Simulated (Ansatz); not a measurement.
# H$_{5}$NSi···HF: what the fields show

Input

```
crystal:
  periodic: [false, false, false]
  atoms:
    - { symbol: Si, position_ang: [-0.07082, 0.146367, 0.181914] }
    - { symbol: "N", position_ang: [-0.011489, 0.039708, 1.980657] }
    - { symbol: H, position_ang: [-0.927625, 0.004995, 2.441363] }
    - { symbol: H, position_ang: [0.542939, 0.779139, 2.426925] }
    - { symbol: H, position_ang: [1.336596, 0.251604, -0.315757] }
    - { symbol: H, position_ang: [-0.807011, 1.382093, -0.296172] }
    - { symbol: H, position_ang: [-0.824979, -1.040261, -0.333383] }
    - { symbol: F, position_ang: [1.337955, -2.208714, 0.739235] }
    - { symbol: H, position_ang: [1.085435, -1.875133, 1.574519] }
basis:
  gaussian: { orbitals: def2-SVP }
hamiltonian:
  xc: pbe
  dispersion: d4
relax:
  f_tol: 0.03
  max_steps: 50
output:
  orbitals: {}
```

Command:

```sh
ansatz run input.yaml --threads 1 --pin off --max-ram 2048MiB --backend cpu --events-out ev --progress --plain --runs-dir out
```

The fields are those of the run's last geometry, not of the input's.

Theory: RKS PBE-D4/def2-SVP (Ansatz 0.2.0).

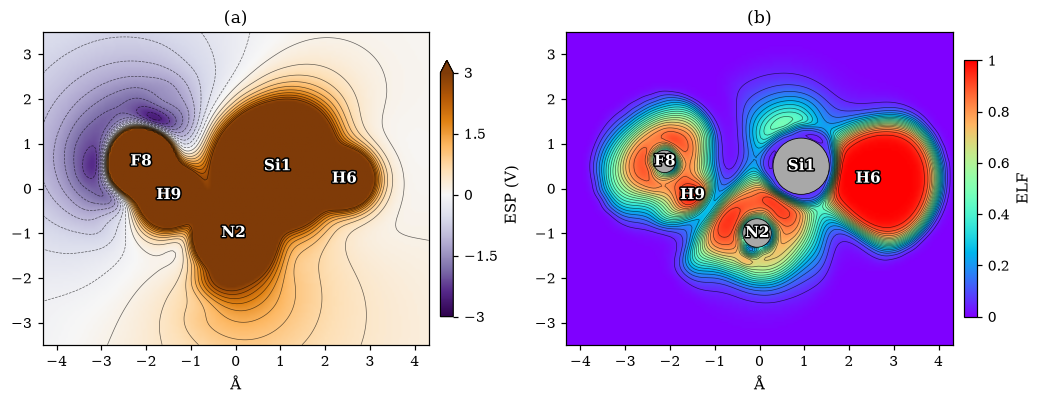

Figure 1. (a) molecular electrostatic potential; (b) ELF on the plane of atoms N2, Si1 and H6. Grey discs cover the atomic cores in the ELF map.

What does the map show?

- Atoms in the plane: Si, N, H and F.
- N2···H9 (1.68 Å): the ELF dips to about 0.25 between them: a closed-shell contact with the geometry of a hydrogen bond.
- Si–N (1.79 Å): the ELF peaks at about 0.90 between the atoms: a shared but strongly polarised pair.
- F–H (0.97 Å): the ELF climbs to about 0.95 towards the hydrogen, as it does in any bond to H (an ordinary covalent bond to hydrogen).
- Si–H (1.51 Å): the ELF climbs to about 1 towards the hydrogen.
- The ELF also peaks beside F8, away from the bonds: lone-pair regions.
- Outside the dense part of the complex the potential is most negative (−2.5 V) near F8.

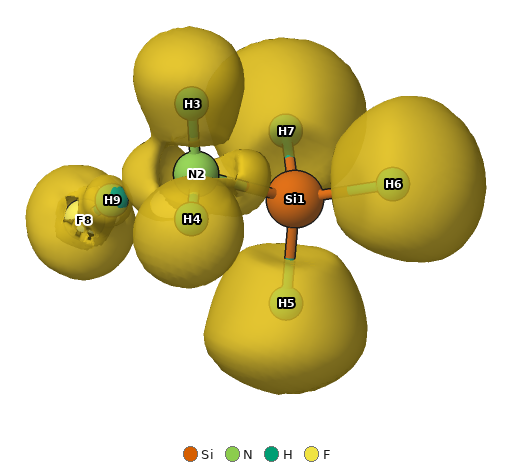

Figure 2. Isosurface of the electron localisation function at 0.8 (yellow), seen from one side. Only the valence region is drawn (cores and ρ < 0.01 e/Å³ removed).

What do the ELF domains correspond to?

At this value the surface marks out three regions around hydrogen nuclei, one joined region spread over several atoms (F, H), in which their bonds and any lone pairs are merged and one joined region spread over several atoms (H, N), in which their bonds and any lone pairs are merged.

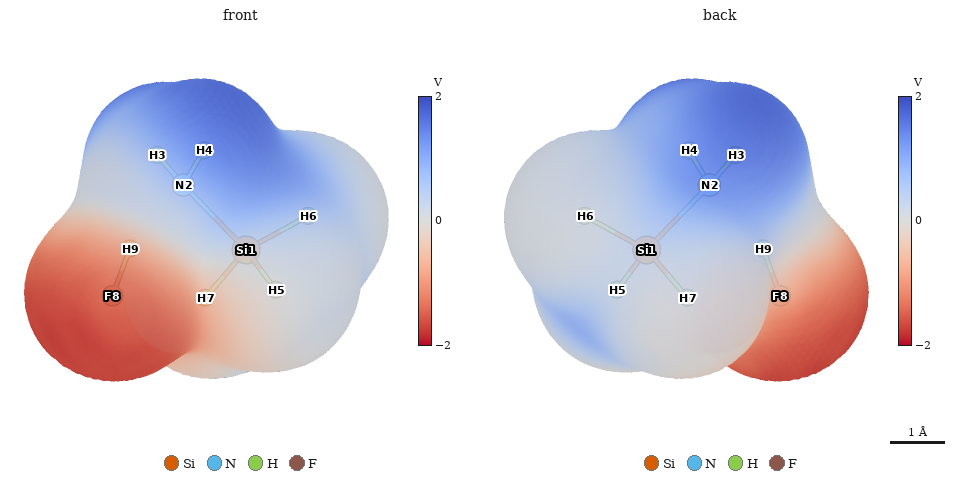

Figure 3. The molecular electrostatic potential painted on the density surface at 0.001 e/bohr³, seen from the front and from behind; red is negative and blue positive.

Which sites attract a positive test charge, and which a negative one?

A positive charge is drawn to the negative regions and a negative charge to the positive ones. The most negative region (about −1.7 V, or −39 kcal/mol for a unit charge) lies over F8, the most positive (about +1.7 V, or +39 kcal/mol for a unit charge) over H3 and H4.

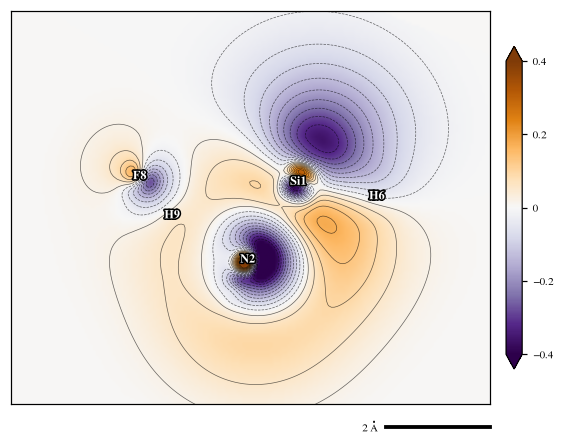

Figure 4. One frontier orbital on the plane of atoms N2, Si1 and H6 (values in Å⁻³ᐟ²; the overall sign is arbitrary).

Which orbital is it: HOMO or LUMO?

The LUMO, at −0.54 eV. Its weight (Hirshfeld) is mainly on Si1 (about 40 %), N2 (about 15 %), H3 (about 10 %) and H4 (about 10 %).
